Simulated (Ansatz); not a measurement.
A series of calculations on BNH$_{3}$SO

Part 1: Relaxation

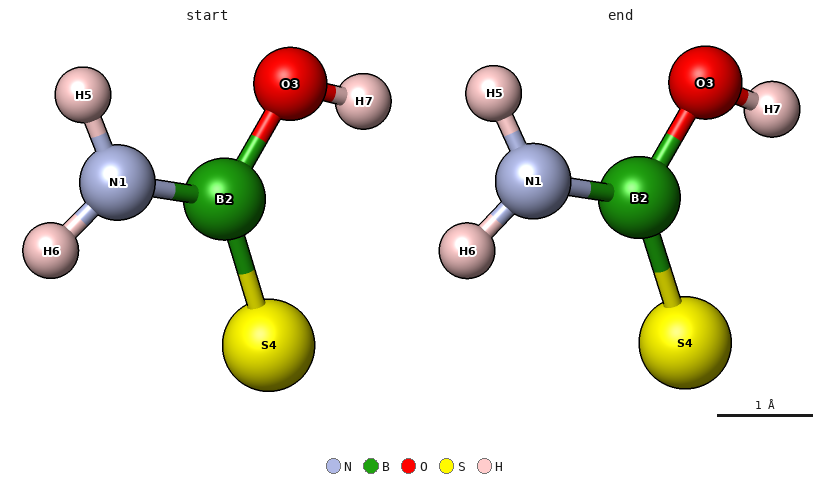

The structure of BNH3SO (charge −1) before (left) and after (right) a relaxation, at one scale.

Style: ball-and-stick. Shown at a tilt.

The run prepares an end point of a later path (torsion) calculation, from a guessed geometry.

All numbers below come from Ansatz, RKS PBE0-D4/def2-SVP. Set-up: no spin polarisation; force threshold 0.015 eV/Å; at most 40 steps.

Question: What changed between the two?

Answer: The largest move after the best rigid fit is that of H7, 0.10 Å. By element the largest moves are H 0.10 Å, N 0.07 Å, S 0.06 Å, O 0.04 Å, B 0.04 Å. Some distances before and after: B2–S4 1.745 → 1.774 Å, N1–B2 1.445 → 1.457 Å, N1–H5 1.007 → 1.015 Å, O3–H7 0.957 → 0.964 Å. Bond angles that change, for instance: B2–O3–H7 108.8° → 102.1°, B2–N1–H6 119.9° → 115.1°, B2–N1–H5 119.9° → 117.4°. After 7 geometry steps the energy has fallen by 4.68 kJ/mol. Largest force component: 0.76 eV/Å at the start, 0.0012 eV/Å at the end. The run took 26 s on 1 thread of Arm Neoverse V1 (shared host), peak memory 0.14 GiB.

Limits of the set-up: the basis has no diffuse functions, which an anion needs.

Part 2: Relaxation

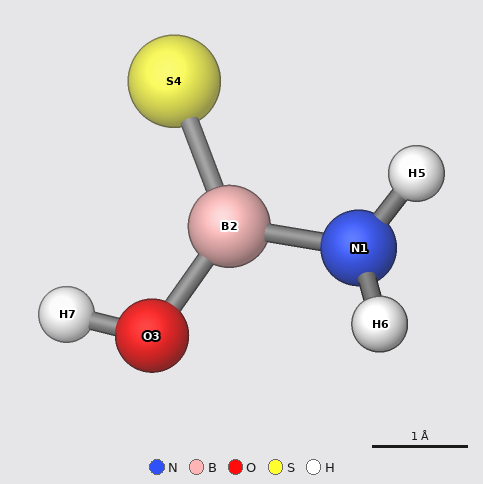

BNH3SO (charge −1), before the relaxation. The picture is a ball-and-stick view, seen at a tilt.

The run prepares an end point of a later path (torsion) calculation, from a guessed geometry.

Computed with RKS PBE0-D4/def2-SVP in Ansatz.

Input
```yaml
crystal:
  periodic: [false, false, false]
  atoms:
    - { symbol: "N", position_ang: [-0.55317, 0.97513, 0.06796] }
    - { symbol: B, position_ang: [-0.03543, -0.37267, 0.00108] }
    - { symbol: O, position_ang: [-1.03799, -1.31845, -0.33022] }
    - { symbol: S, position_ang: [1.64051, -0.77813, 0.26785] }
    - { symbol: H, position_ang: [0.08014, 1.75763, 0.04527] }
    - { symbol: H, position_ang: [-1.45294, 1.1867, -0.32786] }
    - { symbol: H, position_ang: [-0.63032, -2.17971, -0.42192] }
total_charge: -1
basis:
  gaussian: { orbitals: def2-SVP }
hamiltonian:
  xc: pbe0
  dispersion: d4
relax:
  f_tol: 0.015
  max_steps: 40
output:
  orbitals: {}
```

Run as
```bash
ansatz run input.yaml --threads 1 --pin off --max-ram 2048MiB --backend cpu --events-out ev --progress --plain --runs-dir out
```

### Where does the relaxation end?

H7 moves most after the best rigid fit: 0.099 Å. Largest moves by element: H 0.099 Å, N 0.070 Å, S 0.064 Å, B 0.026 Å, O 0.025 Å. Among the contacts that change: B2–S4 1.745 → 1.774 Å, N1–B2 1.445 → 1.457 Å, O3–H7 0.957 → 0.964 Å. Bond angles that change, for instance: B2–O3–H7 108.8° → 102.2°, B2–N1–H5 119.9° → 115.2°, B2–N1–H6 119.9° → 117.4°. The energy falls by 0.052 eV in 5 accepted moves (6 points after the start). The largest force component goes from 0.8 to 0.0062 eV/Å. The line search rejected the trial step at point 5 of the run. Cost: 24 s on 1 thread of Arm Neoverse V1, on a shared host, peak memory 0.14 GiB.

The structure at the end:

```xyz
7

N    -0.5957    0.9821    0.1231
B    -0.0586   -0.3659   -0.0084
O    -1.0579   -1.3100   -0.3418
S     1.6389   -0.8259    0.2258
H     0.0873    1.7250    0.0640
H    -1.4451    1.1990   -0.3878
H    -0.5581   -2.1338   -0.3728
```

After the run, drawn alike:

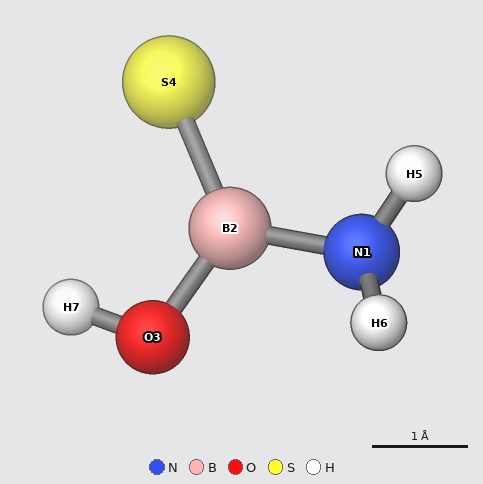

Limits of the set-up: the basis has no diffuse functions, which an anion needs.

Part 3: Path

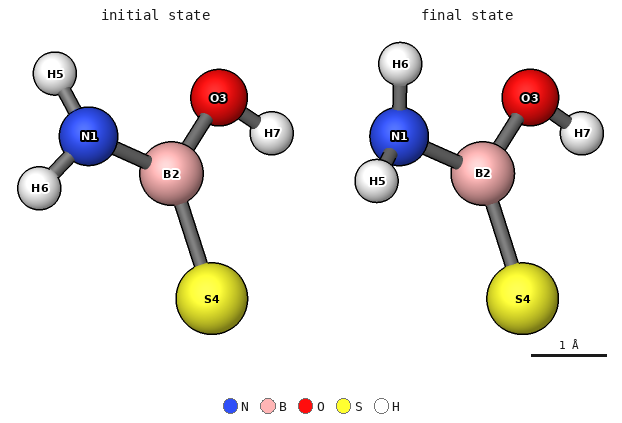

The two relaxed end points of a path for BNH$_{3}$SO (charge −1). The picture is a ball-and-stick view, seen at a tilt.

All numbers below come from Ansatz, RKS PBE0-D4/def2-SVP.

Input
```yaml
crystal:
  periodic: [false, false, false]
  atoms:
    - { symbol: "N", position_ang: [-0.554655, 1.001354, 0.133077] }
    - { symbol: B, position_ang: [-0.028207, -0.353988, 0.035909] }
    - { symbol: O, position_ang: [1.355937, -0.413346, 0.320854] }
    - { symbol: S, position_ang: [-0.972638, -1.799059, -0.374004] }
    - { symbol: H, position_ang: [0.095644, 1.766517, -0.013013] }
    - { symbol: H, position_ang: [-1.436885, 1.154136, -0.336513] }
    - { symbol: H, position_ang: [1.540824, -1.355614, 0.23368] }
total_charge: -1
basis:
  gaussian: { orbitals: def2-SVP }
hamiltonian:
  xc: pbe0
  dispersion: d4
neb:
  order_check: false
  images: 9
  f_tol: 0.05
  max_iterations: 51
  initial_path: idpp
  final_atoms:
    - { symbol: "N", position_ang: [-0.45358351, 1.02876963, -0.2503446] }
    - { symbol: B, position_ang: [0.00497128, -0.34513762, -0.0923875] }
    - { symbol: O, position_ang: [1.3523933, -0.41403282, 0.33284407] }
    - { symbol: S, position_ang: [-0.96736438, -1.7974084, -0.39833887] }
    - { symbol: H, position_ang: [-1.45728644, 1.14893708, -0.25869507] }
    - { symbol: H, position_ang: [0.01488359, 1.74393716, 0.29608424] }
    - { symbol: H, position_ang: [1.50600616, -1.36506503, 0.37082773] }
```

Command:
```bash
ansatz run input.yaml --threads 1 --pin off --max-ram 2048MiB --backend cpu --events-out ev --progress --plain --runs-dir out
```

### What barrier does the band find between them, and by what path?

The two ends have the same energy, and the highest point, image 5, lies 8.7 kcal/mol above the start. The motion is a rotation about the N1–B2 bond by about 175°. No bond forms or breaks between the ends. Among the angles between lasting bonds that change up to the highest image: B2–N1–H5 117.4° → 104.2°, H5–N1–H6 112.2° → 100.5°. The band converged in 7 iterations, with a climbing image at the top. At the top, the vibrational analysis gives one imaginary mode (310i cm⁻¹), as a transition state must have.

Energies of the converged images:

```csv
image,path (Å),E (kcal/mol)
0,0.00,0.0
1,0.33,1.0
2,0.66,3.4
3,0.99,6.1
4,1.32,8.0
5,1.65,8.7
6,1.99,8.0
7,2.32,6.1
8,2.65,3.4
9,2.98,1.0
10,3.31,0.0
```

The geometry at the top of the path:

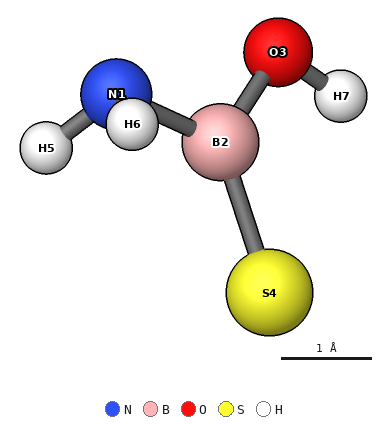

Limits of the set-up: the basis has no diffuse functions, which an anion needs.

The run took 3 min on 1 thread of Arm Neoverse V1 (shared host), peak memory 0.14 GiB.
